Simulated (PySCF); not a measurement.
System: C6H10O (SMILES CC1=CCCCO1).

Input

```
{"job": {"xc": "PBE0", "basis": "pcSseg-1", "solvent": "tetrahydrofuran", "kind": "nmr", "pop": true}, "charge": 0, "multiplicity": 1}
C      2.490154    -0.207890    -0.021058
C      0.998877    -0.067924    -0.025861
C      0.349380     1.088463     0.067557
C     -1.147971     1.176155     0.132858
C     -1.712891    -0.199495     0.477295
C     -1.006958    -1.239950    -0.386049
O      0.380879    -1.286145    -0.130606
H      2.964524     0.764691     0.060505
H      2.796595    -0.830720     0.817451
H      2.819869    -0.697555    -0.935690
H      0.905848     2.009351     0.126096
H     -1.549844     1.521094    -0.826108
H     -1.442265     1.907953     0.888834
H     -2.788257    -0.243818     0.304727
H     -1.517124    -0.424951     1.527376
H     -1.375826    -2.248568    -0.183093
H     -1.171990    -1.008660    -1.448232
```

Command:

```sh
OMP_NUM_THREADS=1 python ens_run.py task.json out
```

Geometry: GFN2-xTB.

Method: PySCF 2.14.0, PBE0/pcSseg-1, SCF density, in a tetrahydrofuran solvent model, non-relativistic.

### Predict the electron density and electron localisation function between the atoms.

C–C (1.33 Å): ρ is about 2.3 e/Å³ halfway; the ELF peaks at about 0.90 between the atoms; a short, multiple covalent bond.
C–O (1.37 Å): ρ at the midpoint is about 2.3 e/Å³, with its minimum of 1.9 e/Å³ about 0.5 Å from C; the ELF peaks at about 0.90 between the atoms; a shared but strongly polarised pair.
C–H (1.08 Å): ρ at the midpoint is about 2 e/Å³; the ELF climbs to about 1 towards the hydrogen, as it does in any bond to H (a covalent bond by its length).
C–C (1.50 Å): ρ at the midpoint is about 1.7 e/Å³; the ELF peaks at about 0.95 between the atoms: a shared electron pair.

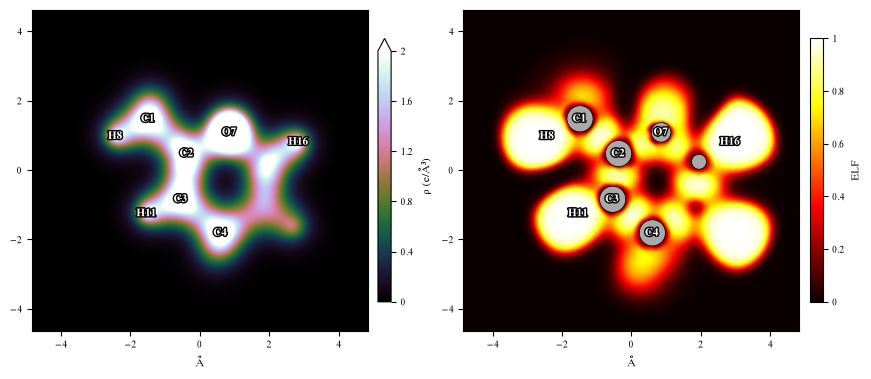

Computed electron density and electron localisation function on the plane of atoms C2, C3 and H11, in this order. Grey discs cover the atomic cores in the ELF map. 
